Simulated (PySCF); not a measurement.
# One shape, several levels: CH6FGaSi (SMILES C[SiH](F)[GaH2])

Wanted: a comparison of 5 runs (HF/3-21G, B3LYP/6-31G*, M06-2X/pcseg-1, PBE0/def2-SVP) of CH6FGaSi. Input form: a Python script.

The results are computed with PySCF 2.14.0.

## Step 1: The molecule

CH6FGaSi: 10 atoms, total charge 0, spin state singlet. SMILES: `C[SiH](F)[GaH2]`. Geometry: a GFN2-xTB relaxation, a rough one for these elements and not checked as a minimum.

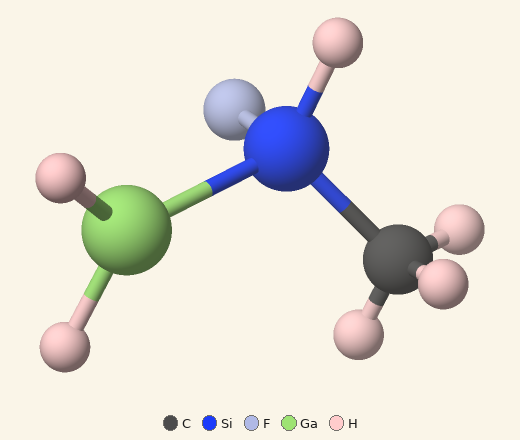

Viewed from a chosen angle; carbon dark grey, silicon blue, fluorine light blue, gallium green, hydrogen pink.

## Step 2: Energy and forces at HF/3-21G (run 1)

Contents of calc.py:

```python
from pyscf import gto, scf

mol = gto.M(
    atom='''
C     -1.551635    -0.636422    -2.558444
Si    -0.180752    -1.385717     0.691432
F      2.209959    -3.275973     0.196305
Ga     1.764097     2.278292     2.571105
H     -1.984288    -2.336420    -3.626384
H     -3.278240     0.466403    -2.390881
H     -0.207927     0.471090    -3.657111
H     -1.875270    -3.040834     2.152341
H      1.503617     3.193448     5.477352
H      3.600438     4.266151     1.144286
''',
    unit='bohr',
    spin=0,
    max_memory=1860,
    basis='3-21g',
    charge=0,
    verbose=4,
)

myscf = scf.RHF(mol)
myscf.conv_tol = 1e-10
myscf.kernel()
if not myscf.converged:
    myscf = myscf.newton().run(myscf.mo_coeff, myscf.mo_occ)

etot = myscf.e_tot
print(f'total energy: {etot:.8f} hartree')
grad = myscf.nuc_grad_method().kernel()
myscf.analyze()
```

Run with:

```sh
$ OMP_NUM_THREADS=1 python calc.py
```

Standard output:

```text
PySCF version 2.14.0

[... 66 lines left out ...]
converged SCF energy = -2341.30732992988
[... 22 lines left out ...]
MO #2   energy= -68.3402646238202  occ= 2
[... 8 lines left out ...]
MO #11  energy= -4.42154896286136  occ= 2
[... 8 lines left out ...]
MO #20  energy= -1.10056015333671  occ= 2
[... 8 lines left out ...]
MO #29  energy= -0.561479458805587 occ= 2
[... 8 lines left out ...]
MO #38  energy= 0.196113087384472  occ= 0
[... 8 lines left out ...]
MO #47  energy= 0.433462839531871  occ= 0
[... 8 lines left out ...]
MO #56  energy= 1.33613273328311   occ= 0
[... 8 lines left out ...]
MO #65  energy= 3.83709991910869   occ= 0
[... 78 lines left out ...]
Dipole moment(X, Y, Z, Debye): -1.91705,  1.18729, -0.26633
```

Wall time 3.9 s (1 thread of Intel Xeon at 2.70GHz, shared host); peak memory 0.14 GiB.

## Step 3: Energy and gradient at B3LYP/6-31G(d) (spherical functions) (run 2)

Contents of geometry.xyz:

```xyz
10
CH6FGaSi
C     -0.821090    -0.336780    -1.353870
Si    -0.095650    -0.733290     0.365890
F      1.169460    -1.733570     0.103880
Ga     0.933520     1.205620     1.360570
H     -1.050040    -1.236380    -1.919000
H     -1.734770     0.246810    -1.265200
H     -0.110030     0.249290    -1.935260
H     -0.992350    -1.609140     1.138970
H      0.795680     1.689900     2.898490
H      1.905270     2.257550     0.605530
```

Contents of calc.py:

```python
import pyscf.grad
from pyscf import gto, dft

molecule = gto.M(
    atom='geometry.xyz',
    basis='6-31g*',
    verbose=3,
    max_memory=1860,
    charge=0,
)

myscf = dft.RKS(molecule, xc='b3lyp')
myscf.grids.level = 5
myscf.conv_tol = 1e-10
myscf.kernel()
if not myscf.converged:
    myscf = myscf.newton().run(myscf.mo_coeff, myscf.mo_occ)

energy = myscf.e_tot
print('E = %.10f Eh' % energy)
grad = myscf.Gradients().kernel()
myscf.analyze()
```

Run with:

```sh
$ OMP_NUM_THREADS=1 python calc.py
```

Standard output:

```text
converged SCF energy = -2355.71589395902
[... 11 lines left out ...]
MO #2   energy= -66.1561706570946  occ= 2
[... 10 lines left out ...]
MO #13  energy= -3.80512343049705  occ= 2
[... 10 lines left out ...]
MO #24  energy= -0.533816733704068 occ= 2
[... 10 lines left out ...]
MO #35  energy= 0.0016180449239771 occ= 0
[... 10 lines left out ...]
MO #46  energy= 0.198278258039427  occ= 0
[... 10 lines left out ...]
MO #57  energy= 0.569827190881511  occ= 0
[... 10 lines left out ...]
MO #68  energy= 1.00336993257454   occ= 0
[... 10 lines left out ...]
MO #79  energy= 1.88043169785888   occ= 0
[... 10 lines left out ...]
MO #90  energy= 2.98678919967154   occ= 0
[... 11 lines left out ...]
Dipole moment(X, Y, Z, Debye): -1.67556,  0.54192, -0.65176
```

It took 47 s on 1 thread of Intel Xeon at 2.70GHz, shared host; peak memory 0.89 GiB.

Runs 3 to 4 aren't shown in full; the table further down has their settings and results.

## Step 4: Energy and gradient at PBE0/def2-SVP (run 5)

Contents of input.py:

```python
from pyscf import gto, dft

mol = gto.M(
    atom=[
    ('C', (-0.821090, -0.336780, -1.353870)),
    ('Si', (-0.095650, -0.733290, 0.365890)),
    ('F', (1.169460, -1.733570, 0.103880)),
    ('Ga', (0.933520, 1.205620, 1.360570)),
    ('H', (-1.050040, -1.236380, -1.919000)),
    ('H', (-1.734770, 0.246810, -1.265200)),
    ('H', (-0.110030, 0.249290, -1.935260)),
    ('H', (-0.992350, -1.609140, 1.138970)),
    ('H', (0.795680, 1.689900, 2.898490)),
    ('H', (1.905270, 2.257550, 0.605530)),
],
    verbose=3,
    basis='def2-svp',
    max_memory=1860,
)

mf = dft.RKS(mol, xc='pbe0')
mf.conv_tol = 1e-10
mf.grids.level = 5
mf.kernel()
if not mf.converged:
    mf = mf.newton().run(mf.mo_coeff, mf.mo_occ)

e_final = mf.e_tot
print('Final energy', e_final)
grad = mf.nuc_grad_method().kernel()
dip = mf.dip_moment()
pop, q = mf.mulliken_pop()
```

Run with:

```sh
$ OMP_NUM_THREADS=1 python input.py
```

Standard output:

```text
converged SCF energy = -2354.97329559463
Final energy -2354.9732955946256
[... 8 lines left out ...]
Dipole moment(X, Y, Z, Debye): -1.61056,  0.69654, -0.57668
[... 119 lines left out ...]
charge of    9H =     -0.09358
```

It took 63 s on 1 thread of Intel Xeon at 2.70GHz, shared host; peak memory 1.1 GiB.

## Step 5: The series

```csv
run,level,integration grid,Cartesian functions,energy (Eh),dipole moment (D),HOMO energy (eV),LUMO energy (eV),wall time
1,HF/3-21G,–,no,-2341.307330,2.27,-10.26,0.43,3.9 s
2,B3LYP/6-31G* (spherical functions),5,no,-2355.715894,1.88,-7.35,-2.47,47 s
3,B3LYP/6-31G* (Cartesian functions),5,yes,-2355.724037,1.88,-7.35,-2.47,51 s
4,M06-2X/pcseg-1,5,no,-2355.599477,2.01,-8.81,-1.83,2 min
5,PBE0/def2-SVP,5,no,-2354.973296,1.85,-7.65,-2.29,63 s
```

## Step 6: Outcome

```
                       quantity           value
            run 5: total energy  -2354.97330 Eh
           run 5: dipole moment          1.85 D
             run 5: HOMO energy        -7.65 eV
             run 5: LUMO energy        -2.29 eV
           run 5: HOMO–LUMO gap         5.36 eV
run 5: largest force on an atom      1.128 eV/Å
```

**Reading.** The dipole moment (its size) runs from 1.85 D (PBE0/def2-SVP) to 2.27 D (HF/3-21G). The two ends differ in method and basis. The HOMO–LUMO gap runs from 4.88 eV (B3LYP/6-31G*) to 10.70 eV (HF/3-21G). Totals of different functionals can't be ranked against each other. All runs together took 4.7 min, the longest 2 min.
